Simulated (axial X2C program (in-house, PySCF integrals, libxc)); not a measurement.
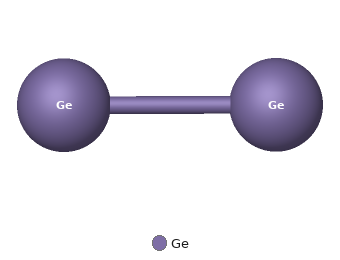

Figure 1. The molecule at the reference distance of 2.412 Å.

## Run report: Ge₂⁺, relativistic diatomic calculation

System: Ge₂⁺, single determinant with Ω = 3/2. The distance is the PBE0 minimum at charge 1.
Method: expectation values, HF and Kohn-Sham, two-component X2C with atomic mean-field Coulomb and Gaunt terms, Ge dyall-cv3z (cores contracted) (axial X2C program (in-house, PySCF integrals, libxc)).

Key numbers:

- outcome: converged; the levels of theory disagree widely
- hardware: 1 thread of Intel Xeon @ 2.50GHz (Skylake/Cascade Lake), 192 GiB of memory available, shared host
- wall time: 9.4 s
- peak memory: 0.46 GiB

Input file:
```
{"zs": [32, 32], "q": 1, "bas": ["dyall-cv3z", "dyall-cv3z"], "r0": 2.42, "levels": ["PBE0", "HF", "B3LYP", "TPSSh", "BHandHLYP"], "nst": 3}
```

The line is the task of a batch: nuclear charges, charge, bases, the levels to run, a first guess of the distance and further settings. This report covers the levels named above. The log is that of the reference distance.

Launched within a batch (the task file carries these settings):
```bash
python <driver script> task.json out
```

Output:
```
two-component X2C + atomic mean field  PBE0
basis functions 216  fitting functions 1230  grid points 5800
iter        total energy     max residual
   1      -4195.505144268     6.60e-01
   2      -4195.546092223     1.72e-03
   3      -4195.546099894     6.87e-04
   4      -4195.546105561     2.31e-04
   5      -4195.546105812     1.06e-04
   6      -4195.546105938     2.46e-05
   7      -4195.546105943     7.90e-06
converged
one-electron -6275.00564019  Coulomb 2015.86822778  exact exchange -39.18353020  xc functional -120.44141322  nuclear repulsion 224.65898175  atomic mean-field constant -1.44273188
```

Expectation values by level of theory:

```
                                             quantity       PBE0          HF       B3LYP       TPSSh  BHandHLYP
effective field for an electron dipole moment (GV/cm)  5.24×10⁻⁸  7.41×10⁻¹⁰  −1.08×10⁻⁶  −4.55×10⁻⁶  1.28×10⁻⁸
           field gradient at the first nucleus (a.u.)      −1.32       −1.53       −1.29       −1.27      −1.37
          field gradient at the second nucleus (a.u.)      −1.32       −1.53       −1.29       −1.27      −1.37
                           A∥/gI, first nucleus (MHz)      −23.7        −139        28.3        5.92       5.53
                          A∥/gI, second nucleus (MHz)      −23.7        −139        28.3        5.92       5.53
```

Each column comes from one determinant, in a basis with contracted cores. The levels disagree widely: A∥/gI at the first nucleus runs from −139 to 28.3 MHz and A∥/gI at the second nucleus runs from −139 to 28.3 MHz. They may not all have settled in the same state, and these values aren't reliable properties of the molecule.

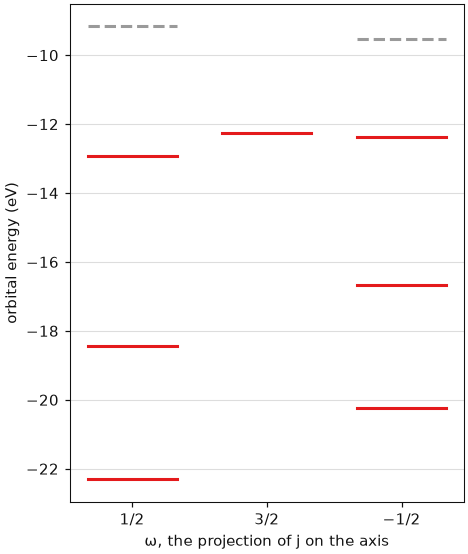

Figure 2. Orbital energies (PBE0) near the frontier at 2.41 Å, filled (solid) and empty (dashed). The highest filled spinor (3/2; 47 % Ge p, 47 % Ge p) lies at −12.25 eV, the lowest empty one (−1/2; 44 % Ge p, 44 % Ge p) at −9.52 eV.
